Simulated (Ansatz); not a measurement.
**SiNH₂ (quartet): wB97M-V, B2PLYP over vertical spin and charge gaps, def2-QZVPP**

Aim: run SiNH₂ (quartet) with these functionals over vertical spin and charge gaps, and hold them against the top wave-function level at the same points.

Program: Ansatz 0.2.0, Gaussian basis. Level of theory: def2-QZVPP, all electrons in the functionals, frozen cores in the correlation of double hybrids and RPA. These are calculated values, not measurements.

To be run: wB97M-V, B2PLYP, at charge 0, quartet; charge 0, doublet; charge 0, sextet; charge 1, triplet; charge 1, quintet.

### Step 1. The system

The geometry is a PBE0/def2-TZVP stationary point (not a proven minimum).

4 atoms, charge 0, spin multiplicity 4.

Atoms are counted from 1 here; the program's logs count them from 0.

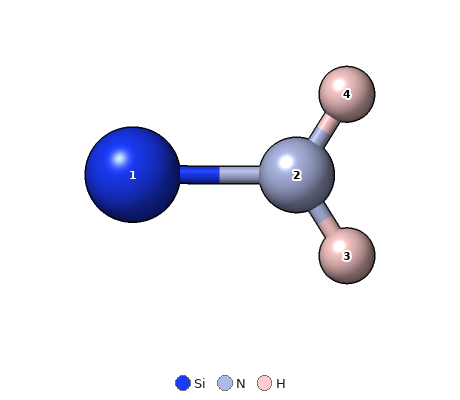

The structure; silicon blue, nitrogen light blue, hydrogen pink; atoms are numbered from 1 in the order of the file.

No dispersion term is added; wB97M-V holds VV10 nonlocal correlation.

The geometry shown and the zero of energy belong to the point charge 0, quartet. The yardstick, UCCSD(T), and other wave-function levels (R restricted, U unrestricted, valence and pair active spaces) come from earlier runs.

### Step 2. wB97M-V, charge 0, quartet

Input file in.yaml:

```yaml
crystal:
  periodic: [false, false, false]
  atoms:
    - {symbol: Si, position_ang: [0.000000, 0.000000, 0.651167]}
    - {symbol: N, position_ang: [0.000000, 0.000000, -1.074836]}
    - {symbol: H, position_ang: [0.000000, -0.852806, -1.603987]}
    - {symbol: H, position_ang: [0.000000, 0.852806, -1.603987]}
basis:
  gaussian: {orbitals: "def2-QZVPP.json"}
magnetization: {spin_polarized: true, initial_magnetization: 3}
hamiltonian: {xc: {name: wB97M-V}}
output: {orbitals: {seedname: orbitals}}
```

Started as:

```bash
ansatz run in.yaml --threads 1 --pin off --events-out ev --progress --plain --max-ram 2393MiB
```

The program printed (excerpt; [...] marks lines left out):

```text
Functional definition: wB97M-V
  name "wB97M-V"
  cite "Mardirossian & Head-Gordon, J. Chem. Phys. 144, 214110 (2016) doi:10.1063/1.4952647"
  cite "Becke, J. Chem. Phys. 107, 8554 (1997) doi:10.1063/1.475007"
  cite "Vydrov & Van Voorhis, J. Chem. Phys. 133, 244103 (2010) doi:10.1063/1.3521275"
  # Of w^i u^j: cxij and so on, Table III.
[...]
  gx(w, u) = 1 - cx + cx01*u + cx10*w
  gss(w, u) = css00 + css04*u^4 + css10*w + css20*w^2 + css43*w^4*u^3
  gos(w, u) = cos00 + cos10*w + (cos20 + cos21*u)*w^2 + (cos60 + cos61*u)*w^6
[...]
      + integral(e_c_pw_mod_opposite_spin*gos(b97_w_opposite, b97_u_opposite)) + vv10(b, c)
656 factors; their error is unknown
157 factors; integrals over basis functions are off by at most 6.4e-5 eV
[...]
mean field -9395.27292535 eV, -345.2699116618 hartree, gradient 3.2e-5 eV, S^2 3.751422; 1 other end points of the search recorded, 0 dependent functions left out
reference -9395.27296283 eV, -345.2699130392 hartree; 13, 10 occupied and 174, 177 virtual orbitals, 656 factors
Total energy: -9395.27296283 eV, -345.2699130392 hartree
```

It took 14 s on 1 thread of Arm Neoverse V2, shared host; peak memory 0.43 GiB.

From the report: ⟨S²⟩ of the determinant 3.751 (pure quartet: 3.75).

### Step 3. wB97M-V, charge 0, doublet

Changes to in.yaml since step 2:

```diff
@@ -9,3 +9,3 @@
   gaussian: {orbitals: "def2-QZVPP.json"}
-magnetization: {spin_polarized: true, initial_magnetization: 3}
+magnetization: {spin_polarized: true, initial_magnetization: 1}
 hamiltonian: {xc: {name: wB97M-V}}
```

The command is unchanged.

The program printed (excerpt; [...] marks lines left out):

```text
Functional definition: wB97M-V
  name "wB97M-V"
  cite "Mardirossian & Head-Gordon, J. Chem. Phys. 144, 214110 (2016) doi:10.1063/1.4952647"
  cite "Becke, J. Chem. Phys. 107, 8554 (1997) doi:10.1063/1.475007"
  cite "Vydrov & Van Voorhis, J. Chem. Phys. 133, 244103 (2010) doi:10.1063/1.3521275"
  # Of w^i u^j: cxij and so on, Table III.
[...]
  gx(w, u) = 1 - cx + cx01*u + cx10*w
  gss(w, u) = css00 + css04*u^4 + css10*w + css20*w^2 + css43*w^4*u^3
  gos(w, u) = cos00 + cos10*w + (cos20 + cos21*u)*w^2 + (cos60 + cos61*u)*w^6
[...]
      + integral(e_c_pw_mod_opposite_spin*gos(b97_w_opposite, b97_u_opposite)) + vv10(b, c)
656 factors; their error is unknown
157 factors; integrals over basis functions are off by at most 6.4e-5 eV
[...]
mean field -9399.04947630 eV, -345.4086973494 hartree, gradient 2.7e-5 eV, S^2 0.752771; 1 other end points of the search recorded, 0 dependent functions left out
reference -9399.04951467 eV, -345.4086987595 hartree; 12, 11 occupied and 175, 176 virtual orbitals, 656 factors
Total energy: -9399.04951467 eV, -345.4086987595 hartree
```

It took 20 s on 1 thread of Arm Neoverse V2, shared host; peak memory 0.43 GiB.

From the report: ⟨S²⟩ of the determinant 0.753 (pure doublet: 0.75).

From charge 0, quartet: -364.4 kJ/mol.

### Step 4. wB97M-V, charge 0, sextet

Changes to in.yaml since step 3:

```diff
@@ -9,3 +9,3 @@
   gaussian: {orbitals: "def2-QZVPP.json"}
-magnetization: {spin_polarized: true, initial_magnetization: 1}
+magnetization: {spin_polarized: true, initial_magnetization: 5}
 hamiltonian: {xc: {name: wB97M-V}}
```

Launched as before.

The program printed (excerpt; [...] marks lines left out):

```text
Functional definition: wB97M-V
  name "wB97M-V"
  cite "Mardirossian & Head-Gordon, J. Chem. Phys. 144, 214110 (2016) doi:10.1063/1.4952647"
  cite "Becke, J. Chem. Phys. 107, 8554 (1997) doi:10.1063/1.475007"
  cite "Vydrov & Van Voorhis, J. Chem. Phys. 133, 244103 (2010) doi:10.1063/1.3521275"
  # Of w^i u^j: cxij and so on, Table III.
[...]
  gx(w, u) = 1 - cx + cx01*u + cx10*w
  gss(w, u) = css00 + css04*u^4 + css10*w + css20*w^2 + css43*w^4*u^3
  gos(w, u) = cos00 + cos10*w + (cos20 + cos21*u)*w^2 + (cos60 + cos61*u)*w^6
[...]
      + integral(e_c_pw_mod_opposite_spin*gos(b97_w_opposite, b97_u_opposite)) + vv10(b, c)
656 factors; their error is unknown
157 factors; integrals over basis functions are off by at most 6.4e-5 eV
[...]
mean field -9388.96896439 eV, -345.0382453698 hartree, gradient 2.5e-5 eV, S^2 8.752206; 1 other end points of the search recorded, 0 dependent functions left out
reference -9388.96899810 eV, -345.0382466084 hartree; 14, 9 occupied and 173, 178 virtual orbitals, 656 factors
Total energy: -9388.96899810 eV, -345.0382466084 hartree
```

Run time: 16 s. Hardware: 1 thread of Arm Neoverse V2, shared host; peak memory 0.43 GiB.

From the report: ⟨S²⟩ of the determinant 8.752 (pure sextet: 8.75).

From charge 0, quartet: +608.2 kJ/mol.

### Step 5. wB97M-V, charge 1, triplet

Changes to in.yaml since step 4:

```diff
@@ -9,3 +9,4 @@
   gaussian: {orbitals: "def2-QZVPP.json"}
-magnetization: {spin_polarized: true, initial_magnetization: 5}
+total_charge: 1
+magnetization: {spin_polarized: true, initial_magnetization: 2}
 hamiltonian: {xc: {name: wB97M-V}}
```

Same command.

The program printed (excerpt; [...] marks lines left out):

```text
Functional definition: wB97M-V
  name "wB97M-V"
  cite "Mardirossian & Head-Gordon, J. Chem. Phys. 144, 214110 (2016) doi:10.1063/1.4952647"
  cite "Becke, J. Chem. Phys. 107, 8554 (1997) doi:10.1063/1.475007"
  cite "Vydrov & Van Voorhis, J. Chem. Phys. 133, 244103 (2010) doi:10.1063/1.3521275"
  # Of w^i u^j: cxij and so on, Table III.
[...]
  gx(w, u) = 1 - cx + cx01*u + cx10*w
  gss(w, u) = css00 + css04*u^4 + css10*w + css20*w^2 + css43*w^4*u^3
  gos(w, u) = cos00 + cos10*w + (cos20 + cos21*u)*w^2 + (cos60 + cos61*u)*w^6
[...]
      + integral(e_c_pw_mod_opposite_spin*gos(b97_w_opposite, b97_u_opposite)) + vv10(b, c)
656 factors; their error is unknown
157 factors; integrals over basis functions are off by at most 6.4e-5 eV
[...]
mean field -9388.58172472 eV, -345.0240145740 hartree, gradient 2.9e-5 eV, S^2 2.005718; 2 other end points of the search recorded, 0 dependent functions left out
reference -9388.58176586 eV, -345.0240160862 hartree; 12, 10 occupied and 175, 177 virtual orbitals, 656 factors
Total energy: -9388.58176586 eV, -345.0240160862 hartree
```

Run time: 32 s. Hardware: 1 thread of Arm Neoverse V2, shared host; peak memory 0.53 GiB.

From the report: ⟨S²⟩ of the determinant 2.006 (pure triplet: 2.00).

From charge 0, quartet: +645.6 kJ/mol.

### Step 6. wB97M-V, charge 1, quintet

Changes to in.yaml since step 5:

```diff
@@ -10,3 +10,3 @@
 total_charge: 1
-magnetization: {spin_polarized: true, initial_magnetization: 2}
+magnetization: {spin_polarized: true, initial_magnetization: 4}
 hamiltonian: {xc: {name: wB97M-V}}
```

The command is unchanged.

The program printed (excerpt; [...] marks lines left out):

```text
Functional definition: wB97M-V
  name "wB97M-V"
  cite "Mardirossian & Head-Gordon, J. Chem. Phys. 144, 214110 (2016) doi:10.1063/1.4952647"
  cite "Becke, J. Chem. Phys. 107, 8554 (1997) doi:10.1063/1.475007"
  cite "Vydrov & Van Voorhis, J. Chem. Phys. 133, 244103 (2010) doi:10.1063/1.3521275"
  # Of w^i u^j: cxij and so on, Table III.
[...]
  gx(w, u) = 1 - cx + cx01*u + cx10*w
  gss(w, u) = css00 + css04*u^4 + css10*w + css20*w^2 + css43*w^4*u^3
  gos(w, u) = cos00 + cos10*w + (cos20 + cos21*u)*w^2 + (cos60 + cos61*u)*w^6
[...]
      + integral(e_c_pw_mod_opposite_spin*gos(b97_w_opposite, b97_u_opposite)) + vv10(b, c)
656 factors; their error is unknown
157 factors; integrals over basis functions are off by at most 6.4e-5 eV
[...]
mean field -9384.65314828 eV, -344.8796420530 hartree, gradient 4.8e-5 eV, S^2 6.002943; 0 other end points of the search recorded, 0 dependent functions left out
reference -9384.65318872 eV, -344.8796435389 hartree; 13, 9 occupied and 174, 178 virtual orbitals, 656 factors
Total energy: -9384.65318872 eV, -344.8796435389 hartree
```

Wall time 13 s (1 thread of Arm Neoverse V2, shared host); peak memory 0.42 GiB.

From the report: ⟨S²⟩ of the determinant 6.003 (pure quintet: 6.00).

From charge 0, quartet: +1024.7 kJ/mol.

### Step 7. B2PLYP, charge 0, quartet

Changes to in.yaml since step 6:

```diff
@@ -9,5 +9,4 @@
   gaussian: {orbitals: "def2-QZVPP.json"}
-total_charge: 1
-magnetization: {spin_polarized: true, initial_magnetization: 4}
-hamiltonian: {xc: {name: wB97M-V}}
-output: {orbitals: {seedname: orbitals}}
+magnetization: {spin_polarized: true, initial_magnetization: 3}
+hamiltonian: {xc: {name: B2PLYP}}
+correlation: {electrons: outside_noble_gas}
```

Launched as before.

The program printed (excerpt; [...] marks lines left out):

```text
Functional definition: B2PLYP
  name "B2PLYP"
  cite "Grimme, J. Chem. Phys. 124, 034108 (2006) doi:10.1063/1.2148954"
  cite "Becke, Phys. Rev. A 38, 3098 (1988) doi:10.1103/PhysRevA.38.3098"
  cite "Lee, Yang & Parr, Phys. Rev. B 37, 785 (1988) doi:10.1103/PhysRevB.37.785"
[...]
1109 factors; integrals over basis functions are off by at most 8.3e-4 eV
[...]
mean field -9389.77923985 eV, -345.0680224435 hartree, gradient 8.2e-6 eV, S^2 3.753740; 2 other end points of the search recorded, 0 dependent functions left out
6 core orbitals not correlated: weight in the atoms' cores, before any rotation towards them, 1.000 or more for the frozen orbitals, at most 0.000 for the correlated occupied ones
reference -9389.77935885 eV, -345.0680268168 hartree; 7, 4 occupied and 174, 177 virtual orbitals, 1109 factors
second order -9.47956928 eV of doubles, -0.00000000 eV of singles
Total energy: -9392.33884256 eV, -345.1620861080 hartree
```

Wall time 15 s (1 thread of Arm Neoverse V2, shared host); peak memory 0.43 GiB.

From the report: ⟨S²⟩ of the determinant 3.754 (pure quartet: 3.75).

### Step 8. B2PLYP, charge 0, doublet

Changes to in.yaml since step 7:

```diff
@@ -9,3 +9,3 @@
   gaussian: {orbitals: "def2-QZVPP.json"}
-magnetization: {spin_polarized: true, initial_magnetization: 3}
+magnetization: {spin_polarized: true, initial_magnetization: 1}
 hamiltonian: {xc: {name: B2PLYP}}
```

The command is unchanged.

The program printed (excerpt; [...] marks lines left out):

```text
Functional definition: B2PLYP
  name "B2PLYP"
  cite "Grimme, J. Chem. Phys. 124, 034108 (2006) doi:10.1063/1.2148954"
  cite "Becke, Phys. Rev. A 38, 3098 (1988) doi:10.1103/PhysRevA.38.3098"
  cite "Lee, Yang & Parr, Phys. Rev. B 37, 785 (1988) doi:10.1103/PhysRevB.37.785"
[...]
1109 factors; integrals over basis functions are off by at most 8.3e-4 eV
[...]
mean field -9393.08451734 eV, -345.1894891507 hartree, gradient 7.0e-6 eV, S^2 0.762361; 2 other end points of the search recorded, 0 dependent functions left out
6 core orbitals not correlated: weight in the atoms' cores, before any rotation towards them, 1.000 or more for the frozen orbitals, at most 0.000 for the correlated occupied ones
reference -9393.08464110 eV, -345.1894936991 hartree; 6, 5 occupied and 175, 176 virtual orbitals, 1109 factors
second order -10.55431308 eV of doubles, -0.00000000 eV of singles
Total energy: -9395.93430563 eV, -345.2942169390 hartree
```

Run time: 9.5 s. Hardware: 1 thread of Arm Neoverse V2, shared host; peak memory 0.4 GiB.

From the report: ⟨S²⟩ of the determinant 0.762 (pure doublet: 0.75).

From charge 0, quartet: -346.9 kJ/mol.

### Step 9. B2PLYP, charge 0, sextet

Changes to in.yaml since step 8:

```diff
@@ -9,3 +9,3 @@
   gaussian: {orbitals: "def2-QZVPP.json"}
-magnetization: {spin_polarized: true, initial_magnetization: 1}
+magnetization: {spin_polarized: true, initial_magnetization: 5}
 hamiltonian: {xc: {name: B2PLYP}}
```

Same command.

The program printed (excerpt; [...] marks lines left out):

```text
Functional definition: B2PLYP
  name "B2PLYP"
  cite "Grimme, J. Chem. Phys. 124, 034108 (2006) doi:10.1063/1.2148954"
  cite "Becke, Phys. Rev. A 38, 3098 (1988) doi:10.1103/PhysRevA.38.3098"
  cite "Lee, Yang & Parr, Phys. Rev. B 37, 785 (1988) doi:10.1103/PhysRevB.37.785"
[...]
1109 factors; integrals over basis functions are off by at most 8.3e-4 eV
[...]
mean field -9383.98578413 eV, -344.8551168727 hartree, gradient 2.1e-6 eV, S^2 8.754476; 0 other end points of the search recorded, 0 dependent functions left out
6 core orbitals not correlated: weight in the atoms' cores, before any rotation towards them, 1.000 or more for the frozen orbitals, at most 0.000 for the correlated occupied ones
reference -9383.98591306 eV, -344.8551216109 hartree; 8, 3 occupied and 173, 178 virtual orbitals, 1109 factors
second order -7.98767734 eV of doubles, -0.00000000 eV of singles
Total energy: -9386.14258594 eV, -344.9343778775 hartree
```

It took 9 s on 1 thread of Arm Neoverse V2, shared host; peak memory 0.41 GiB.

From the report: ⟨S²⟩ of the determinant 8.754 (pure sextet: 8.75).

From charge 0, quartet: +597.8 kJ/mol.

### Step 10. B2PLYP, charge 1, triplet

Changes to in.yaml since step 9:

```diff
@@ -9,3 +9,4 @@
   gaussian: {orbitals: "def2-QZVPP.json"}
-magnetization: {spin_polarized: true, initial_magnetization: 5}
+total_charge: 1
+magnetization: {spin_polarized: true, initial_magnetization: 2}
 hamiltonian: {xc: {name: B2PLYP}}
```

The command is unchanged.

The program printed (excerpt; [...] marks lines left out):

```text
Functional definition: B2PLYP
  name "B2PLYP"
  cite "Grimme, J. Chem. Phys. 124, 034108 (2006) doi:10.1063/1.2148954"
  cite "Becke, Phys. Rev. A 38, 3098 (1988) doi:10.1103/PhysRevA.38.3098"
  cite "Lee, Yang & Parr, Phys. Rev. B 37, 785 (1988) doi:10.1103/PhysRevB.37.785"
[...]
1109 factors; integrals over basis functions are off by at most 8.3e-4 eV
[...]
mean field -9383.06505552 eV, -344.8212807204 hartree, gradient 3.3e-6 eV, S^2 2.008471; 7 other end points of the search recorded, 0 dependent functions left out
6 core orbitals not correlated: weight in the atoms' cores, before any rotation towards them, 1.000 or more for the frozen orbitals, at most 0.000 for the correlated occupied ones
reference -9383.06518028 eV, -344.8212853051 hartree; 6, 4 occupied and 175, 177 virtual orbitals, 1109 factors
second order -9.43656264 eV of doubles, -0.00000000 eV of singles
Total energy: -9385.61305219 eV, -344.9149178709 hartree
```

Wall time 32 s (1 thread of Arm Neoverse V2, shared host); peak memory 0.52 GiB.

From the report: ⟨S²⟩ of the determinant 2.008 (pure triplet: 2.00).

From charge 0, quartet: +648.9 kJ/mol.

### Step 11. B2PLYP, charge 1, quintet

Changes to in.yaml since step 10:

```diff
@@ -10,3 +10,3 @@
 total_charge: 1
-magnetization: {spin_polarized: true, initial_magnetization: 2}
+magnetization: {spin_polarized: true, initial_magnetization: 4}
 hamiltonian: {xc: {name: B2PLYP}}
```

Launched as before.

The program printed (excerpt; [...] marks lines left out):

```text
Functional definition: B2PLYP
  name "B2PLYP"
  cite "Grimme, J. Chem. Phys. 124, 034108 (2006) doi:10.1063/1.2148954"
  cite "Becke, Phys. Rev. A 38, 3098 (1988) doi:10.1103/PhysRevA.38.3098"
  cite "Lee, Yang & Parr, Phys. Rev. B 37, 785 (1988) doi:10.1103/PhysRevB.37.785"
[...]
1109 factors; integrals over basis functions are off by at most 8.3e-4 eV
[...]
mean field -9379.83711182 eV, -344.7026559773 hartree, gradient 2.0e-6 eV, S^2 6.005158; 0 other end points of the search recorded, 0 dependent functions left out
6 core orbitals not correlated: weight in the atoms' cores, before any rotation towards them, 1.000 or more for the frozen orbitals, at most 0.000 for the correlated occupied ones
reference -9379.83723591 eV, -344.7026605376 hartree; 7, 3 occupied and 174, 178 virtual orbitals, 1109 factors
second order -7.15825353 eV of doubles, -0.00000000 eV of singles
Total energy: -9381.76996436 eV, -344.7736869982 hartree
```

Wall time 8 s (1 thread of Arm Neoverse V2, shared host); peak memory 0.4 GiB.

From the report: ⟨S²⟩ of the determinant 6.005 (pure quintet: 6.00).

From charge 0, quartet: +1019.7 kJ/mol.

### Step 12. The comparison

No level is safe as a reference over these points; UCCSD(T) serves as a yardstick only. It comes from earlier runs at the same points. Energies in kJ/mol, counted from charge 0, quartet; blanks weren't run or aren't comparable.

```tsv
level	quartet to doublet	quartet to sextet	ionisation to the triplet cation	ionisation to the quintet cation
UCCSD(T)	-331.3	590.8	666.0	1018.3
wB97M-V	-364.4	608.2	645.6	1024.7
B2PLYP	-346.9	597.8	648.9	1019.7
```

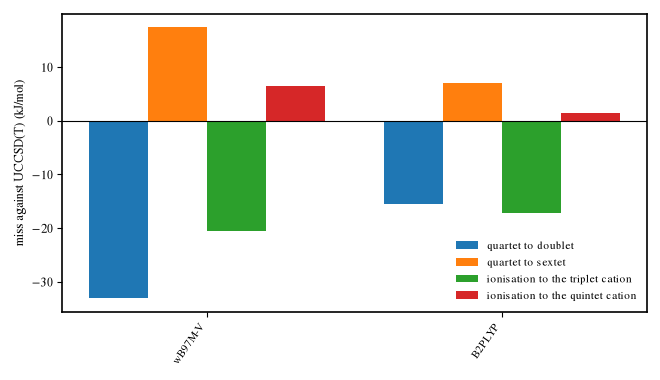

Misses of the gaps against UCCSD(T).

Largest miss and mean time a point (UCCSD(T) took 41 s a point; shared hosts):

```tsv
level	largest miss (kJ/mol)	where	time a point
wB97M-V	-33.1	quartet to doublet	19 s
B2PLYP	-17.1	ionisation to the triplet cation	15 s
```

### Step 13. Summary of results

| quantity | value |
| --- | --- |
| quartet to doublet, UCCSD(T) | -331.3 kJ/mol |
| quartet to sextet, UCCSD(T) | 590.8 kJ/mol |
| ionisation to the triplet cation, UCCSD(T) | 666.0 kJ/mol |
| ionisation to the quintet cation, UCCSD(T) | 1018.3 kJ/mol |
| largest miss, wB97M-V | -33.1 kJ/mol (quartet to doublet) |
| largest miss, B2PLYP | -17.1 kJ/mol (ionisation to the triplet cation) |

Of the functionals, B2PLYP keep the smallest largest miss at the points compared (at most 17.1 kJ/mol) and wB97M-V strays most (33.1 kJ/mol, at quartet to doublet). Functionals and the yardstick converge differently with the basis, so part of each miss in def2-QZVPP is the basis. The yardstick itself may be off where one determinant is a poor start.
